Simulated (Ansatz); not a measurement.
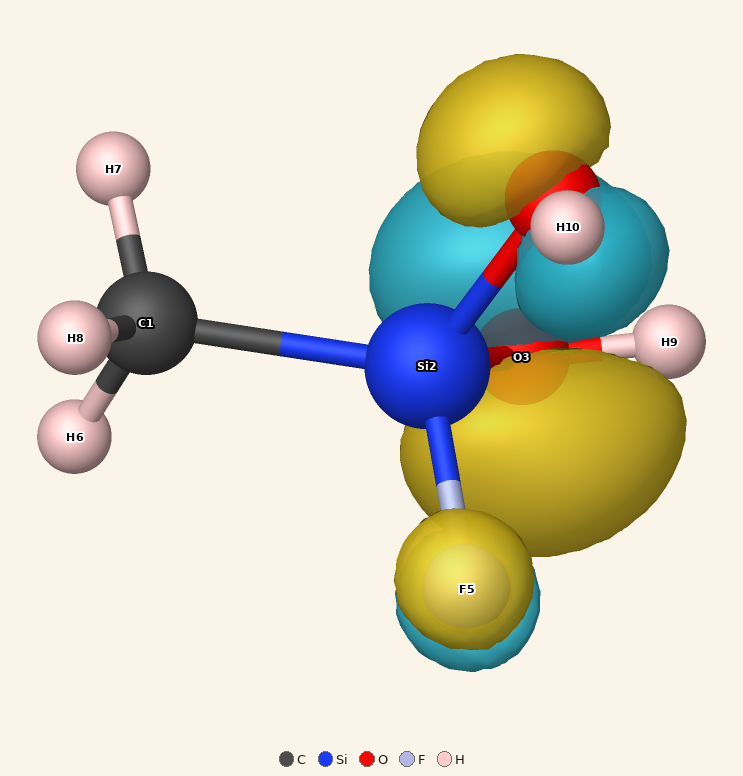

Figure 1: CH$_{5}$FO$_{2}$Si. The HOMO−1 at ±0.15 Å⁻³ᐟ² (yellow and cyan are the two phases), seen from one side.

Geometry: PBE0-D4/def2-TZVP.

Theory: Ansatz, RKS PBE0-D4/def2-TZVPP.

```yaml
atoms:
  - { symbol: C, position_ang: [-1.0070, 0.4469, -0.8407] }
  - { symbol: Si, position_ang: [0.3475, 0.0219, 0.3281] }
  - { symbol: O, position_ang: [-0.3174, -0.4192, 1.7442] }
  - { symbol: O, position_ang: [1.3307, -1.1874, -0.1682] }
  - { symbol: F, position_ang: [1.2745, 1.3136, 0.5176] }
  - { symbol: H, position_ang: [-1.6436, 1.2289, -0.4214] }
  - { symbol: H, position_ang: [-1.6271, -0.4290, -1.0407] }
  - { symbol: H, position_ang: [-0.6050, 0.8078, -1.7899] }
  - { symbol: H, position_ang: [0.2388, -0.8773, 2.3760] }
  - { symbol: H, position_ang: [2.0918, -0.9572, -0.7020] }
```

**What is the character of this orbital?**

It lies mainly on O3 (about 65 %), O4 (about 15 %) and F5 (about 5 %). Its energy is −9.69 eV.
